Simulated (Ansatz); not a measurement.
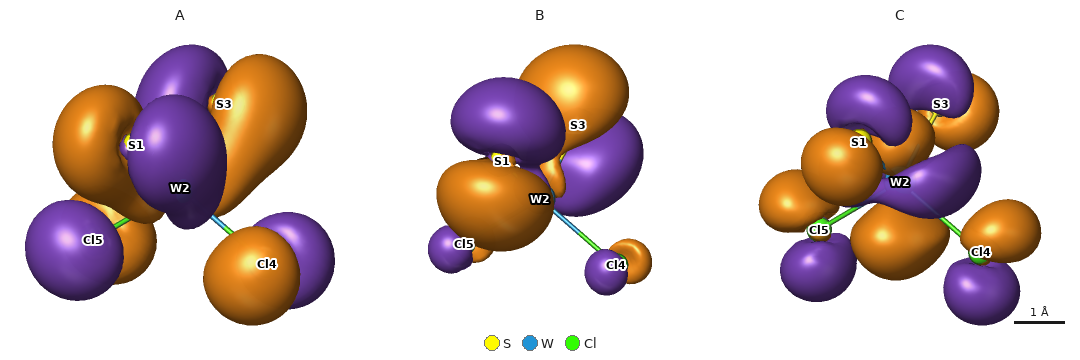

Figure. Cl2S2W (SMILES [S]=[W](=[S])([Cl])[Cl]). Three frontier orbitals at ±0.08 Å⁻³ᐟ² (orange and purple are the two phases), in no order.

Geometry: PBE0-D4/def2-TZVP; core potentials replace the inner electrons of W.

Computed with RKS PBE0-D4/def2-TZVPP in Ansatz.

Input

```
crystal:
  periodic: [false, false, false]
  atoms:
    - {symbol: S, position_ang: [-0.562638, -0.432496, 1.978881]}
    - {symbol: W, position_ang: [0.009893, -0.014667, -0.008402]}
    - {symbol: S, position_ang: [1.856677, -0.967728, -0.372746]}
    - {symbol: Cl, position_ang: [-1.530579, -0.857911, -1.401236]}
    - {symbol: Cl, position_ang: [0.276549, 2.199001, -0.237895]}
basis:
  gaussian: {orbitals: def2-TZVPP}
hamiltonian: {xc: pbe0, dispersion: d4}
output: {orbitals: {seedname: orbitals}}
```

Run with:

```sh
ansatz run in.yaml --threads 4 --pin off --events-out ev --progress --plain --max-ram 10444MiB
```

> Which picture is the HOMO−1, the HOMO and the LUMO?

A is the HOMO−1 (−8.67 eV). It lies mainly on S1 (about 25 %), S3 (about 25 %), W2 (about 15 %), Cl4 (about 15 %) and Cl5 (about 15 %); largely a combination of lone pairs on S1, S3, Cl4 and Cl5. B is the HOMO (−7.67 eV). Its weight (Hirshfeld) is mainly on S1 (about 45 %), S3 (about 45 %) and W2 (about 10 %); largely a combination of lone pairs on S1 and S3. C is the LUMO (−3.54 eV). Its weight (Hirshfeld) is mainly on W2 (about 55 %), Cl4 (about 10 %), Cl5 (about 10 %), S1 (about 10 %) and S3 (about 10 %).

> What is the HOMO–LUMO gap?

4.13 eV between the orbital energies.
